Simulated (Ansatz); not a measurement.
# Work function of Ca(111): what the settings cost and change, part 2 of 2

Aim: the work function of Ca(111) across levels of theory at one geometry.

Ansatz 0.2.0; plane-wave DFT, PBE, Ansatz PAW (the session's first sound run).

So far, work function, upper face (eV): step 2 (run, setting PBE, Ansatz PAW (420 eV)) 2.99; step 5 (RPBE) 2.94; step 6 (r2SCAN) 3.07; step 7 (PBE JTH) 3.00; step 8 (PBE norm-conserving) 2.99.

## Step 9: Slab

This step: plane-wave DFT, LDA, norm-conserving (Ansatz 0.2.0).

Input file input.yaml:

```yaml
crystal:
  lattice:
    - [3.945655839, 0.0, 0.0]
    - [1.9728279195, 3.4170381912, 0.0]
    - [0.0, 0.0, 37.3296870125]
  atoms:
    - { symbol: Ca, position: [0.0, 0.0, 0.2410949762] }
    - { symbol: Ca, position: [0.3333333333, 0.3333333333, 0.3273966508] }
    - { symbol: Ca, position: [0.6666666667, 0.6666666667, 0.4136983254] }
    - { symbol: Ca, position: [0.0, 0.0, 0.5] }
    - { symbol: Ca, position: [0.3333333333, 0.3333333333, 0.5863016746] }
    - { symbol: Ca, position: [0.6666666667, 0.6666666667, 0.6726033492] }
    - { symbol: Ca, position: [0.0, 0.0, 0.7589050238] }
kpoints:
  mp_grid: { grid: [12, 12, 1] }
hamiltonian:
  xc: lda
  pseudopotentials: { kind: nc }
scf:
  occupations: { method: fermi_dirac, width: 0.1 }
  convergence: { dr2_threshold: 1.0e-09 }
efield:
  axis: 3
  dipole_correction: true
  ramp_position: 0.97
  ramp_width: 0.06
output:
  write_potential: true
  write_density: true
  volumetric_format: npy
```

On the command line:

```sh
$ ansatz run input.yaml --threads 2 --pin off --max-ram 3072MiB --backend cpu --events-out ev --progress --plain --runs-dir out
```

Numbers of over 12 decimals in the logs are rounded to 6 here.

Output:

```text
[...]
Crystal: 7 atoms, lattice volume = 503.296 Å³
Basis set: ecut = 979.609905 eV, 34901 PW (Γ)
Bands: 42, of which v1, the nominal top of the filled ones, is band 35 counted from 1 (34 counted from 0)
Symmetry: 6 space group operations
k-points: 19 of 144 (time reversal used)
[...]
k-point 1: bands = [... 31 lower, -1.2337, -0.7076, -0.1277, 0.4248, 1.5806, 1.8614, 2.2036, 2.5115, ... 10 higher]
  k-point 2: bands = [... 31 lower, -0.9470, -0.4285, 0.1454, 0.7007, 1.6296, 1.9519, 2.2879, 2.5591, ... 10 higher]
  k-point 18: bands = [... 31 lower, 1.5504, 1.5504, 1.5936, 1.7048, 1.7048, 1.8142, 1.9412, 1.9412, ... 10 higher]
[key lines of the parts left out:]
SCF converged after 12 iterations
Free energy (F): -7365.621356 eV
Fermi energy:    1.646385 eV
Dipole field:    D = -0.000001 V/Å  (p = -0.000002 e·Å, saw-weighted, corrected)
Work function:   Φ+ = 3.0903 eV   Φ− = 3.0902 eV
```

The job ended after 6.1 min (2 threads of Arm Neoverse N1, shared host; peak memory 2.2 GiB; 10 min of CPU time).

The work function is 3.090 eV, +0.096 eV from the run “PBE, Ansatz PAW (420 eV)”, at 4.4 times its CPU time.

## Step 10: Slab, setting PBE, all layers relaxed

This step: plane-wave DFT, PBE, Ansatz PAW (Ansatz 0.2.0).

Changes to input.yaml since step 9:

```diff
@@ -16,4 +16,3 @@
 hamiltonian:
-  xc: lda
-  pseudopotentials: { kind: nc }
+  xc: pbe
 scf:
@@ -26,2 +25,5 @@
   ramp_width: 0.06
+relax:
+  f_tol: 0.01
+  max_steps: 40
 output:
```

Output:

```text
[...]
Crystal: 7 atoms, lattice volume = 503.296 Å³
Basis set: ecut = 420 eV, 9977 PW (Γ), exchange–correlation on 54×54×500 points (8 copies of the dense FFT grid, shifted against one another)
Bands: 42, of which v1, the nominal top of the filled ones, is band 35 counted from 1 (34 counted from 0)
Symmetry: 6 space group operations
[...]
atoms:
    - { symbol: Ca, position: [0, 0, 0.246687] }
    - { symbol: Ca, position: [0.333333, 0.333333, 0.329760] }
    - { symbol: Ca, position: [0.666667, 0.666667, 0.414835] }
    - { symbol: Ca, position: [0, 0, 0.500000] }
    - { symbol: Ca, position: [0.333333, 0.333333, 0.585165] }
    - { symbol: Ca, position: [0.666667, 0.666667, 0.670240] }
    - { symbol: Ca, position: [0, 0, 0.753313] }
[key lines of the parts left out:]
SCF converged after 7 iterations
Free energy (F): -12717.401588 eV
Fermi energy:    1.776245 eV
Dipole field:    D = 0.000000 V/Å  (p = 0.000000 e·Å, saw-weighted, corrected)
Work function:   Φ+ = 2.9511 eV   Φ− = 2.9511 eV
```

Elapsed: 3.3 min, on 2 threads; peak memory 0.79 GiB; 5.3 min of CPU time.

The relaxation took 4 steps and lowered the energy by 0.016 eV; the largest force on the free atoms ends at 0.0032 eV/Å.

The work function is 2.951 eV, -0.044 eV from the run “PBE, Ansatz PAW (420 eV)”, at 2.3 times its CPU time.

## Step 11: Comparing the runs

Times are for 2 threads of Arm Neoverse N1, shared host. The series side by side:

```csv
no.,setting,"work function, upper face (eV)",time,memory (GiB)
1,"PBE, Ansatz PAW (420 eV)",2.995,80 s,0.87
2,"LDA, Ansatz PAW (420 eV)",3.091,83 s,0.84
3,"PBEsol, Ansatz PAW (420 eV)",3.029,83 s,0.86
4,"RPBE, Ansatz PAW (420 eV)",2.935,81 s,0.87
5,"r2SCAN, Ansatz PAW (500 eV)",3.069,3 min,1.7
6,"PBE, JTH PAW (870 eV)",2.995,4.2 min,2.1
7,"PBE, norm-conserving (925 eV)",2.995,5.5 min,2.0
8,"LDA, norm-conserving (980 eV)",3.090,6.1 min,2.2
9,"PBE, all layers relaxed",2.951,3.3 min,0.79
```

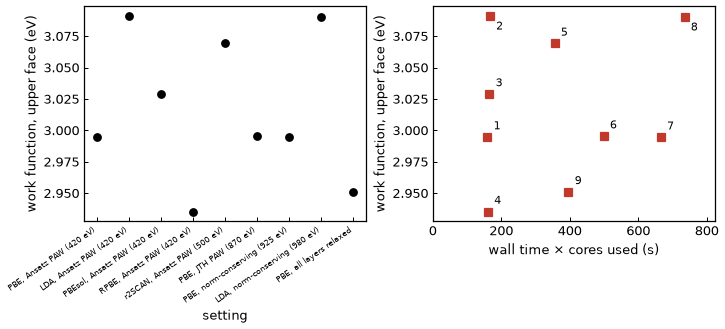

The series as plots; the last panel sets the first result against cost, with the runs numbered as in the table.

## Step 12: A changed input

An input spoilt on purpose, to show how the run answers: it repeats the earlier run “PBE, Ansatz PAW (420 eV)” with kpoints.mp_grid.grid from [12, 12, 1] to [1, 1, 1], and scf.max_iter set to 80; its output block differs too.

Changes to input.yaml since step 10:

```diff
@@ -14,3 +14,3 @@
 kpoints:
-  mp_grid: { grid: [12, 12, 1] }
+  mp_grid: { grid: [1, 1, 1] }
 hamiltonian:
@@ -20,2 +20,3 @@
   convergence: { dr2_threshold: 1.0e-09 }
+  max_iter: 80
 efield:
@@ -25,5 +26,2 @@
   ramp_width: 0.06
-relax:
-  f_tol: 0.01
-  max_steps: 40
 output:
```

Output:

```text
[...]
Crystal: 7 atoms, lattice volume = 503.296 Å³
Basis set: ecut = 420 eV, 9977 PW (Γ)
Bands: 42, of which v1, the nominal top of the filled ones, is band 35 counted from 1 (34 counted from 0)
Symmetry: 6 space group operations
k-points: 1
[...]
SCF iter   1: F=—  HF=-12737.235165 eV  |F-HF|=—  |Δ(HF+E_count)|=         —  Δρ=8.40e-3  dr2=4.02e0  ethr=1.77e-3  p=0.000 e·Å  D=6.89e-14 V/Å  ΔV_dip=-0.00 eV  dr2_dipole=9.34e-9  V_vac-E_F(+/−)=3.52/3.52 eV  ⟨swp⟩=15.0  Hψ=201  notcnv=0
[...]
SCF iter  18: F=-12736.913280 eV  HF=-12736.913280 eV  |F-HF|=2.60e-10  |Δ(HF+E_count)|=  7.28e-11  Δρ=1.26e-7  dr2=2.73e-10  ethr=1.43e-12  p=-0.000 e·Å  D=-2.53e-8 V/Å  ΔV_dip=0.00 eV  dr2_dipole=9.51e-12  V_vac-E_F(+/−)=4.00/4.00 eV  ⟨swp⟩=7.0  Hψ=127  notcnv=0
SCF 1 converged in 18 iterations: F = -12736.913280 eV  dr2 = 2.73e-10
[...]
SCF converged after 18 iterations
Free energy (F): -12736.913280 eV
[...]
Internal energy: -12736.904777 eV  (E = F + TS)
E sigma→0 (E₀):  -12736.909029 eV
Entropy (-TS):   -0.008503 eV (-1.215 meV/atom)
Fermi energy:    0.927593 eV
Dipole field:    D = 0.000003 V/Å  (p = 0.000007 e·Å, saw-weighted, corrected)
Work function:   Φ+ = 4.0041 eV   Φ− = 4.0042 eV
[...]
--- Band table (eV) ---
  k-point 0: bands = [... 31 lower, -1.3202, -0.7563, -0.1638, 0.3499, 1.5067, 1.8979, 2.2669, 2.5831, ... 3 higher]
```

Run time: 9.5 s. Hardware: 2 threads; peak memory 0.39 GiB.

The fault (one k-point for a small cell) makes this run a check alone; its numbers are not taken further.

## Step 13: Results

* work function, PBE, Ansatz PAW (420 eV): 2.995 eV
* work function, LDA, Ansatz PAW (420 eV): 3.091 eV
* work function, RPBE, Ansatz PAW (420 eV): 2.935 eV
* work function, r2SCAN, Ansatz PAW (500 eV): 3.069 eV
* work function, PBE, all layers relaxed: 2.951 eV

PBE on the default files gives 2.99 eV, and the settings tried spread the value from 2.94 to 3.09 eV. At one geometry LDA lies 0.10 eV above PBE. The choice of pseudopotentials moves the PBE value by 0.001 eV. Relaxing the layers changes it by -0.044 eV. The ladder's slabs use the tabulated experimental lattice constant (two decimals; a low-temperature value for the alkali metals).

[Logs are printed without paths, hosts, clocks, repeated set-up lines and the standing remarks that a program may print on its own settings, such as how far it seeks lower states.]

[Hosts, paths, dates, database ids (printed as entryN), source tags and the programs' standing remarks are cut or masked in the printed files.]

[Maps of the electrostatic potential energy from Ansatz leave out the sawtooth potential of an applied field or a dipole correction, so their vacuum need not be flat; planar profiles and work functions include it.]
